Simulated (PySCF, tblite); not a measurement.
# C6H13NSi: geometry, infrared bands and NMR shifts

Aim: predict the infrared bands and NMR shifts of C6H13NSi (`C=CC[C@H](C)[SiH2]N=C`).

The runs use tblite 0.8.0 and PySCF 2.14.0, with density-fitted response routines of our own; the level of theory stands in each step. All values are computed, except where a source is named. Atoms are numbered from 0 throughout.

### Step 1. The molecule as given

21 atoms, charge 0, multiplicity 1; geometry from: force field or distance geometry start.

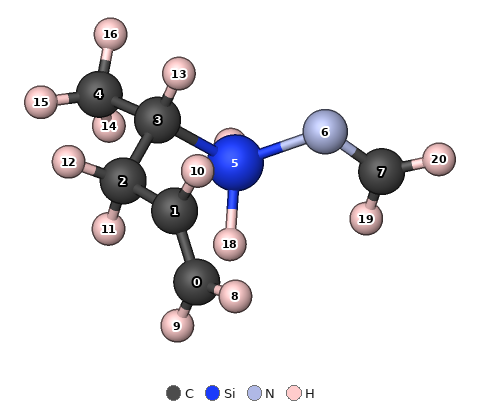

As it starts; carbon dark grey, silicon blue, nitrogen light blue, hydrogen pink, atoms numbered.

### Step 2. Relaxing the molecule with GFN2-xTB

Job settings and geometry (Å):

```
{"job": {"kind": "relax", "xc": "GFN2-xTB", "basis": "xTB"}, "charge": 0, "multiplicity": 1}
C     -1.808200    -1.998500    -0.265200
C     -1.762900    -0.883400     0.451400
C     -1.496200     0.459600    -0.108500
C     -0.254800     1.123500     0.442400
C     -0.106900     2.480800    -0.201000
Si     1.221500     0.130700    -0.096000
N      1.939800    -0.756200     1.280900
C      2.760200    -1.700200     0.942600
H     -2.003400    -2.923600     0.279200
H     -1.690600    -2.022200    -1.338100
H     -1.907700    -0.974600     1.548500
H     -1.332600     0.333300    -1.209500
H     -2.405900     1.117600     0.004400
H     -0.310200     1.176700     1.546900
H      0.592500     2.378700    -1.065700
H     -1.069700     2.910000    -0.526700
H      0.414000     3.154100     0.514000
H      2.283700     0.965300    -0.691400
H      0.778900    -0.813700    -1.109600
H      2.893200    -1.820100    -0.131500
H      3.256300    -2.320900     1.673400
```

Launch:

```sh
$ OMP_NUM_THREADS=1 python probes_run.py task.json out
```

This one command runs all jobs of the session in turn.

Standard output:

```text
step      E/eV     max force
  0    -654.27232    2.942
  1    -654.43592    2.430
  2    -654.51557    0.799
  3    -654.55813    0.662
  4    -654.61663    0.432
  5    -654.63911    0.473
  6    -654.66786    0.479
  7    -654.69404    0.598
  8    -654.72184    0.450
  9    -654.74111    0.410
 10    -654.75611    0.291
 11    -654.76958    0.265
 12    -654.78522    0.274
 13    -654.79931    0.249
 14    -654.81091    0.260
 15    -654.82131    0.286
 16    -654.83073    0.228
 17    -654.83823    0.170
 18    -654.84440    0.164
 19    -654.85084    0.185
 20    -654.85898    0.251
 21    -654.86957    0.268
 22    -654.88243    0.319
 23    -654.89587    0.287
 24    -654.90750    0.202
 25    -654.91635    0.202
 26    -654.92377    0.218
 27    -654.93139    0.240
 28    -654.93907    0.222
 29    -654.94520    0.247
 30    -654.95030    0.263
 31    -654.95648    0.175
 32    -654.96328    0.133
 33    -654.96760    0.150
 34    -654.97375    0.173
 35    -654.97864    0.170
 36    -654.98392    0.132
 37    -654.98743    0.135
 38    -654.99009    0.153
 39    -654.99257    0.129
 40    -654.99526    0.126
 41    -654.99762    0.120
 42    -654.99955    0.130
 43    -655.00130    0.103
 44    -655.00346    0.099
 45    -655.00575    0.092
 46    -655.00792    0.110
 47    -655.01005    0.122
 48    -655.01246    0.114
 49    -655.01493    0.122
 50    -655.01704    0.091
 51    -655.01869    0.099
 52    -655.02062    0.090
 53    -655.02335    0.143
 54    -655.02728    0.143
 55    -655.03048    0.102
 56    -655.03208    0.105
 57    -655.03330    0.070
 58    -655.03491    0.107
 59    -655.03635    0.102
 60    -655.03724    0.080
 61    -655.03813    0.075
 62    -655.03906    0.076
 63    -655.03996    0.074
 64    -655.04073    0.076
 65    -655.04146    0.073
 66    -655.04240    0.077
 67    -655.04339    0.058
 68    -655.04445    0.063
 69    -655.04528    0.079
 70    -655.04644    0.071
 71    -655.04773    0.076
 72    -655.04901    0.075
 73    -655.04998    0.081
 74    -655.05094    0.093
 75    -655.05203    0.087
 76    -655.05350    0.062
 77    -655.05483    0.053
 78    -655.05566    0.057
 79    -655.05647    0.060
 80    -655.05757    0.081
 81    -655.05884    0.070
 82    -655.06017    0.079
 83    -655.06112    0.081
 84    -655.06207    0.068
 85    -655.06292    0.067
 86    -655.06391    0.069
 87    -655.06484    0.071
 88    -655.06560    0.066
 89    -655.06615    0.046
 90    -655.06655    0.038
 91    -655.06689    0.038
 92    -655.06723    0.043
 93    -655.06756    0.043
 94    -655.06786    0.036
 95    -655.06820    0.041
 96    -655.06872    0.048
 97    -655.06947    0.067
 98    -655.07026    0.068
 99    -655.07098    0.069
100    -655.07160    0.053
101    -655.07210    0.050
102    -655.07252    0.089
103    -655.07283    0.043
104    -655.07309    0.039
105    -655.07331    0.037
106    -655.07362    0.039
107    -655.07394    0.036
108    -655.07420    0.032
109    -655.07441    0.033
110    -655.07465    0.042
111    -655.07495    0.059
112    -655.07535    0.046
113    -655.07575    0.045
114    -655.07606    0.044
115    -655.07631    0.036
116    -655.07655    0.037
117    -655.07687    0.039
118    -655.07719    0.045
119    -655.07754    0.046
120    -655.07789    0.042
121    -655.07822    0.043
122    -655.07852    0.037
123    -655.07881    0.048
124    -655.07909    0.041
125    -655.07937    0.031
126    -655.07962    0.028
127    -655.07989    0.050
128    -655.08023    0.061
129    -655.08056    0.049
130    -655.08080    0.027
131    -655.08095    0.026
132    -655.08108    0.030
133    -655.08124    0.040
134    -655.08143    0.035
135    -655.08159    0.025
136    -655.08171    0.022
137    -655.08181    0.022
138    -655.08190    0.019
139    -655.08198    0.030
140    -655.08207    0.037
141    -655.08218    0.035
142    -655.08232    0.032
143    -655.08247    0.022
144    -655.08261    0.035
145    -655.08273    0.040
146    -655.08285    0.039
147    -655.08297    0.027
148    -655.08310    0.022
149    -655.08320    0.031
150    -655.08329    0.029
151    -655.08336    0.026
152    -655.08343    0.019
153    -655.08351    0.019
154    -655.08360    0.025
155    -655.08369    0.022
156    -655.08378    0.026
157    -655.08387    0.032
158    -655.08398    0.030
159    -655.08411    0.030
160    -655.08424    0.027
161    -655.08438    0.026
162    -655.08452    0.028
163    -655.08469    0.033
164    -655.08488    0.036
165    -655.08505    0.031
166    -655.08521    0.033
167    -655.08536    0.028
168    -655.08551    0.031
169    -655.08566    0.032
170    -655.08584    0.026
171    -655.08601    0.028
172    -655.08619    0.028
173    -655.08634    0.025
174    -655.08645    0.022
175    -655.08652    0.023
176    -655.08659    0.020
177    -655.08666    0.024
178    -655.08675    0.025
179    -655.08685    0.022
180    -655.08695    0.023
181    -655.08703    0.018
182    -655.08711    0.021
183    -655.08722    0.023
184    -655.08735    0.024
185    -655.08748    0.020
186    -655.08757    0.026
187    -655.08763    0.020
188    -655.08769    0.021
189    -655.08773    0.017
190    -655.08776    0.013
191    -655.08778    0.009
```

Wall time 1.3 s (1 thread of Arm Neoverse V2, shared host); peak memory 0.18 GiB.

Along the way: (not every step is listed)

```csv
step,energy from step 0 (eV),largest force (eV/Å)
0,0.0000,2.9420
1,-0.1636,2.4304
2,-0.2432,0.7986
3,-0.2858,0.6623
4,-0.3443,0.4320
5,-0.3668,0.4727
6,-0.3955,0.4791
7,-0.4217,0.5979
8,-0.4495,0.4503
25,-0.6440,0.2017
42,-0.7272,0.1301
59,-0.7640,0.1024
76,-0.7812,0.0622
93,-0.7952,0.0430
110,-0.8023,0.0422
127,-0.8076,0.0498
144,-0.8103,0.0353
161,-0.8121,0.0257
178,-0.8144,0.0246
186,-0.8152,0.0258
187,-0.8153,0.0197
188,-0.8154,0.0215
189,-0.8154,0.0172
190,-0.8154,0.0125
191,-0.8155,0.0095
```

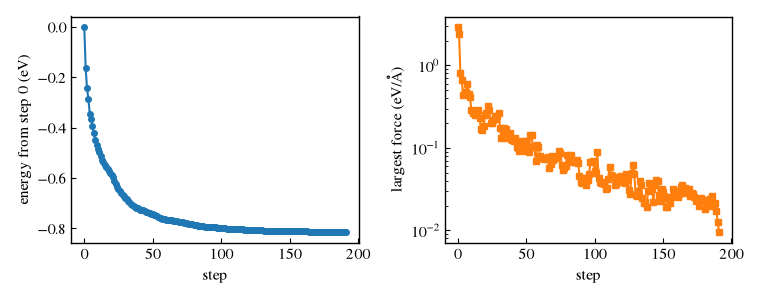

Energy and largest force along the relaxation.

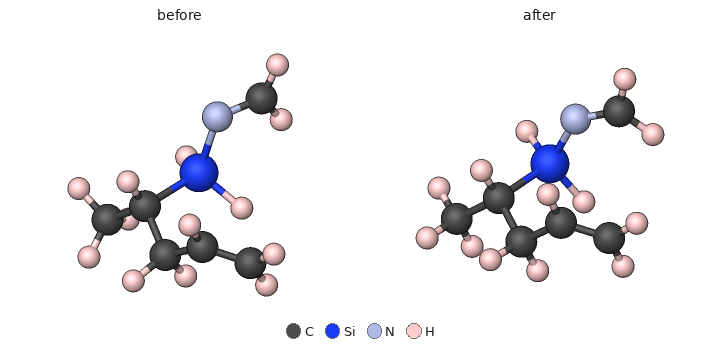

The geometry before (left) and after (right).

Distances of close pairs at the start and the end, largest changes first:

| bond | before (Å) | after (Å) | change (Å) |
| --- | --- | --- | --- |
| Si5–N6 | 1.788 | 1.721 | -0.068 |
| C3–Si5 | 1.859 | 1.910 | +0.051 |
| N6–C7 | 1.296 | 1.246 | -0.049 |
| C2–H12 | 1.128 | 1.096 | -0.032 |
| C4–H14 | 1.117 | 1.088 | -0.028 |
| C2–H11 | 1.120 | 1.093 | -0.028 |
| C1–H10 | 1.110 | 1.083 | -0.028 |
| C4–H16 | 1.112 | 1.087 | -0.024 |

The final coordinates are the input of the step that follows.

### Step 3. Harmonic vibrations with GFN2-xTB

Job settings and geometry (Å):

```
{"job": {"kind": "ir", "xc": "GFN2-xTB", "basis": "xTB"}, "charge": 0, "multiplicity": 1}
C     -1.381971    -2.101370    -0.112599
C     -1.339263    -0.972643     0.570389
C     -1.393515     0.388784    -0.039077
C     -0.137107     1.209168     0.283297
C     -0.270106     2.609212    -0.305365
Si     1.453144     0.359913    -0.347127
N      1.889711    -0.751854     0.891613
C      2.014762    -1.990125     0.956050
H     -1.333731    -3.064814     0.366851
H     -1.476385    -2.108784    -1.186559
H     -1.244467    -0.991950     1.648921
H     -1.510678     0.305058    -1.122223
H     -2.270709     0.917850     0.351878
H     -0.069827     1.305033     1.371621
H     -0.332677     2.566548    -1.391134
H     -1.169046     3.102739     0.064748
H      0.588875     3.220680    -0.039918
H      2.586970     1.284614    -0.331411
H      1.227686    -0.144352    -1.710437
H      1.852161    -2.678978     0.122743
H      2.307253    -2.447784     1.898309
```

Standard output:

```text
mode    cm-1     km/mol
  1      41.5      1.41
  2      71.6      0.68
  3      81.2      1.72
  4      88.5      0.60
  5     156.8      9.31
  6     188.8      3.19
  7     228.9      1.02
  8     245.8      6.49
  9     280.5      0.30
 10     309.2      0.21
 11     399.6      1.47
 12     433.6      4.77
 13     463.0      8.24
 14     520.6     98.98
 15     585.8     22.70
 16     629.7     16.61
 17     680.6     20.43
 18     721.7    162.65
 19     778.9    152.85
 20     799.9    242.47
 21     889.1     13.75
 22     907.1      3.51
 23     948.8      1.96
 24     974.9      3.53
 25     995.6     10.28
 26    1021.0     19.07
 27    1025.1     13.65
 28    1076.0      8.68
 29    1104.5      2.70
 30    1142.6     14.63
 31    1145.5      1.79
 32    1194.6      3.38
 33    1265.2      1.46
 34    1284.3      1.84
 35    1302.6      1.49
 36    1330.2      0.14
 37    1419.6      1.97
 38    1421.2      0.17
 39    1452.5      0.98
 40    1487.2      0.92
 41    1510.7      1.61
 42    1513.8      2.16
 43    1718.3     11.37
 44    1767.3     83.64
 45    2184.0    344.21
 46    2265.2    263.11
 47    2877.7     81.89
 48    2914.5     54.63
 49    2935.2     40.00
 50    2969.2     36.39
 51    2969.9     52.93
 52    2996.2     58.95
 53    3021.6     49.04
 54    3036.0     38.34
 55    3050.7     42.48
 56    3093.7     23.98
 57    3117.6     58.40
```

It took 0.72 s on 1 thread of Arm Neoverse V2, shared host; peak memory 0.18 GiB.

Which atoms move in the most intense modes:

| cm⁻¹ | km/mol | atoms |
| --- | --- | --- |
| 521 | 99.0 | H17 37 %, Si5 20 %, H18 18 % |
| 722 | 162.7 | H17 45 %, H18 28 %, N6 14 % |
| 779 | 152.8 | H18 28 %, Si5 27 %, H17 19 %, N6 15 % |
| 800 | 242.5 | H17 31 %, H18 26 %, Si5 26 %, N6 10 % |
| 1767 | 83.6 | N6 50 %, C7 48 % |
| 2184 | 344.2 | H18 95 % |
| 2265 | 263.1 | H17 95 % |
| 2878 | 81.9 | H19 91 % |

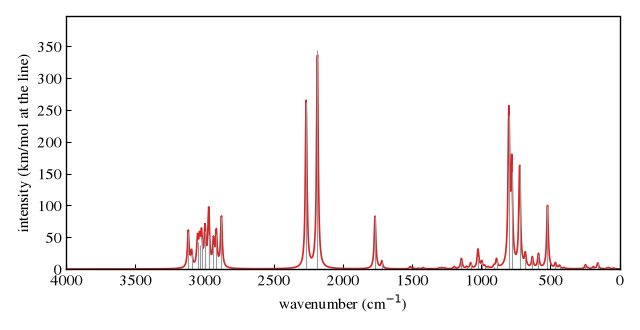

The infrared spectrum from these modes, unscaled. Lines are broadened to a width of 14 cm⁻¹ (Lorentzian).

### Step 4. Nuclear shieldings: PBE0/pcSseg-1

Same as in step 3 but for these lines:

```diff
@@ -1,2 +1,2 @@
-{"job": {"kind": "ir", "xc": "GFN2-xTB", "basis": "xTB"}, "charge": 0, "multiplicity": 1}
+{"job": {"kind": "nmr", "xc": "PBE0", "basis": "pcSseg-1"}, "charge": 0, "multiplicity": 1}
 C     -1.381971    -2.101370    -0.112599
```

Level: GIAO PBE0/pcSseg-1 NMR shielding, non-relativistic, gas phase.

Standard output:

```text
coarse grid: 17264 points
cycle   1  E = -580.0208180788  dE =  7.583e-01  |g| = 5.355e-01  |ddm| = 3.995e+00
cycle   2  E = -579.9422841663  dE =  7.853e-02  |g| = 7.984e-01  |ddm| = 1.243e+00
cycle   3  E = -580.0896442965  dE = -1.474e-01  |g| = 1.528e-01  |ddm| = 8.280e-01
cycle   4  E = -580.0947825210  dE = -5.138e-03  |g| = 3.282e-02  |ddm| = 1.265e-01
cycle   5  E = -580.0950178890  dE = -2.354e-04  |g| = 1.010e-02  |ddm| = 3.266e-02
cycle   6  E = -580.0950405146  dE = -2.263e-05  |g| = 3.136e-03  |ddm| = 1.022e-02
cycle   7  E = -580.0950428221  dE = -2.307e-06  |g| = 8.505e-04  |ddm| = 3.053e-03
final grid: 160008 points
cycle   8  E = -580.1416261270  dE = -4.912e-05  |g| = 9.038e-03  |ddm| = 3.425e-02
cycle   9  E = -580.1416167655  dE =  9.362e-06  |g| = 1.091e-02  |ddm| = 1.883e-02
cycle  10  E = -580.1416470727  dE = -3.031e-05  |g| = 1.800e-03  |ddm| = 1.090e-02
cycle  11  E = -580.1416478500  dE = -7.772e-07  |g| = 3.471e-04  |ddm| = 1.584e-03
cycle  12  E = -580.1416478725  dE = -2.256e-08  |g| = 1.486e-04  |ddm| = 3.531e-04
cycle  13  E = -580.1416478774  dE = -4.914e-09  |g| = 4.376e-05  |ddm| = 1.570e-04
cycle  14  E = -580.1416478778  dE = -3.647e-10  |g| = 1.459e-05  |ddm| = 3.969e-05
converged SCF energy = -580.1416478778

GIAO shielding tensors (ppm)
atom      isotropic    diamagn.    paramagn.     s11        s22        s33       span
  0 C       65.192     255.879    -190.687    -44.877     82.892    157.561    202.438
  1 C       36.531     258.867    -222.335    -88.162     40.146    157.610    245.772
  2 C      139.800     249.771    -109.971    122.303    137.292    159.805     37.503
  3 C      166.919     254.064     -87.145    160.005    162.649    178.104     18.100
  4 C      167.478     246.210     -78.731    151.232    163.499    187.704     36.472
  5 Si     374.005     882.804    -508.799    343.481    354.601    423.934     80.453
  6 N     -154.330     332.115    -486.445   -559.769   -190.960    287.738    847.506
  7 C       11.858     253.266    -241.408    -85.542     -6.481    127.597    213.138
  8 H       26.754      30.900      -4.146     23.650     26.199     30.414      6.763
  9 H       26.335      32.941      -6.606     22.646     26.072     30.288      7.641
 10 H       25.722      34.051      -8.329     22.369     26.005     28.791      6.422
 11 H       29.680      34.310      -4.631     26.984     28.994     33.061      6.077
 12 H       29.153      32.077      -2.925     25.138     28.311     34.009      8.872
 13 H       30.421      34.697      -4.276     26.223     28.943     36.099      9.876
 14 H       30.832      30.353       0.480     26.881     29.039     36.577      9.696
 15 H       30.454      29.415       1.038     26.261     28.054     37.047     10.786
 16 H       30.239      29.393       0.846     25.555     27.851     37.312     11.757
 17 H       26.758      30.754      -3.996     24.030     24.949     31.295      7.265
 18 H       26.945      31.957      -5.012     24.522     25.585     30.729      6.207
 19 H       23.127      31.398      -8.271     20.460     23.153     25.768      5.308
 20 H       22.961      28.560      -5.599     21.587     22.928     24.368      2.782
```

Wall time 40 s (1 thread of Arm Neoverse V2, shared host); peak memory 0.96 GiB.

Shifts follow as δ = σ(reference) − σ, with reference shieldings (ppm) from runs at the same level and on the same kind of geometry: 1H TMS 31.72, 13C TMS 186.9, 29Si TMS 349.2, 15N NH3 267.7. The references are single molecules in the gas phase, so shifts against H2O, NH3, PH3, H3PO4 or CFCl3 are not on the usual liquid scales and can be off by tens of ppm. Atoms listed in one row are averaged.

```csv
atoms,environment,σ (ppm),δ (ppm),δ scaled to CDCl3
C7,C=N carbon,11.9,175.1,169.0
C1,alkene CH,36.5,150.4,144.9
C0,terminal =CH2 carbon,65.2,121.7,116.9
C2,allylic sp3 CH2,139.8,47.1,44.1
C3,sp3 CH bonded to Si,166.9,20.0,17.6
C4,methyl carbon,167.5,19.4,17.1
H20,hydrogen on a C=N carbon,22.96,8.76,8.36
H19,hydrogen on a C=N carbon,23.13,8.59,8.20
H10,hydrogen on an alkene CH,25.72,6.00,5.76
H9,hydrogen on a terminal =CH2 carbon,26.34,5.38,5.18
H8,hydrogen on a terminal =CH2 carbon,26.75,4.96,4.78
H17,"hydrogen on a silicon bonded to C, N",26.76,4.96,–
H18,"hydrogen on a silicon bonded to C, N",26.95,4.77,–
H12,hydrogen on an allylic sp3 CH2,29.15,2.56,2.52
H11,hydrogen on an allylic sp3 CH2,29.68,2.04,2.03
H13,hydrogen on an sp3 CH bonded to Si,30.42,1.30,1.33
"H14, H15, H16",hydrogen on a methyl carbon,30.51,1.21,1.24
Si5,"silicon bonded to C, N, 2 H",374.0,-24.8,–
N6,imine nitrogen,-154.3,422.1,–
```

The scaled column applies a straight-line fit of computed shieldings to shifts measured in CDCl3 (root-mean-square error 0.16 ppm for H, 1.9 ppm for C).

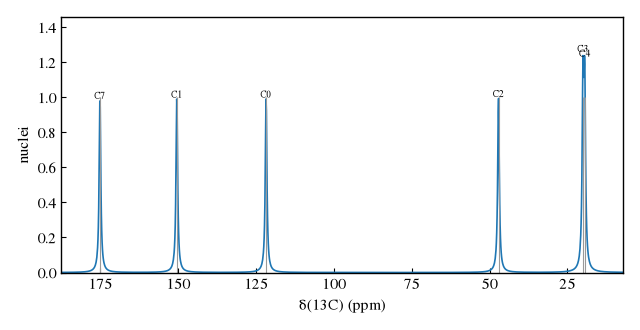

13C lines at the computed shifts, without couplings. Lines are broadened to a width of 0.62 ppm (Lorentzian).

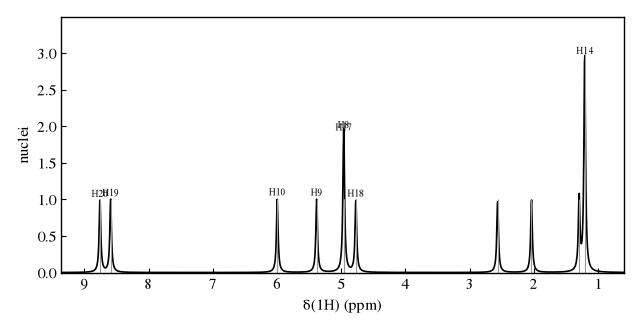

1H lines at the computed shifts, without couplings. Lines are broadened to a width of 0.03 ppm (Lorentzian).

Charges from the same density, by scheme (e):

| atoms | Mulliken | IAO | Hirshfeld | ESP fit |
| --- | --- | --- | --- | --- |
| C0 | -0.15 | -0.33 | -0.11 | -0.45 |
| C1 | -0.24 | -0.12 | -0.03 | -0.14 |
| C2 | -0.13 | -0.25 | -0.07 | -0.15 |
| C3 | -0.60 | -0.37 | -0.10 | 0.05 |
| C4 | -0.22 | -0.41 | -0.12 | -0.53 |
| Si5 | 0.79 | 0.87 | 0.35 | 0.64 |
| N6 | -0.56 | -0.52 | -0.23 | -0.66 |
| C7 | 0.07 | -0.07 | 0.03 | 0.34 |

Mulliken charges:

C0 -0.15; C1 -0.24; C2 -0.13; C3 -0.60; C4 -0.22; Si5 0.79; N6 -0.56; C7 0.07; H8 0.11; H9 0.11; H10 0.11; H11 0.11; H12 0.13; H13 0.15; H14 0.11; H15 0.11; H16 0.12; H17 -0.10; H18 -0.12; H19 0.09; H20 0.11

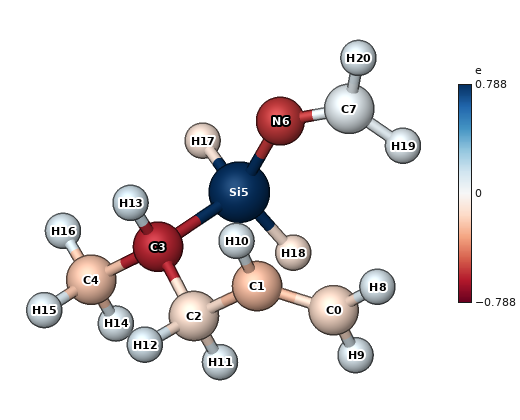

Mulliken charges, as colours on the atoms.

Mayer bond orders: C0–C1 1.98, C1–C2 1.04, C2–C3 1.00, C3–C4 1.05, C3–Si5 0.85, Si5–N6 0.98, N6–C7 1.96.

### Step 5. Results

| quantity | value |
| --- | --- |
| strongest single infrared mode (GFN2-xTB) | 2184 cm⁻¹, 344 km/mol |
| zero-point energy (GFN2-xTB) | 107.3 kcal/mol |
| 13C shifts against TMS (PBE0/pcSseg-1) | 175.1, 150.4, 121.7, 47.1, 20.0, 19.4 ppm |
| 1H shifts against TMS (PBE0/pcSseg-1, means over atoms taken as alike) | 8.76, 8.59, 6.00, 5.38, 4.96, 4.96, 4.77, 2.56, 2.04, 1.30, 1.21 ppm |
| 29Si shifts against TMS (PBE0/pcSseg-1) | -24.8 ppm |
| 15N shifts against NH3 (PBE0/pcSseg-1) | 422.1 ppm |

What this shows: Relaxing lowered the energy by 0.815 eV in 191 steps; the close pair that moved most is Si5–N6, from 1.788 to 1.721 Å. All 57 modes are real, so the xTB geometry is a minimum. The strongest single mode, at 2184 cm⁻¹, moves mainly H18. GFN2-xTB is a fitted tight-binding method: band positions and strengths are rough. Its intensities can rank the bands wrongly. At PBE0/pcSseg-1: Shielding is most anisotropic at N6 (span 848 ppm, paramagnetic term -486 ppm).
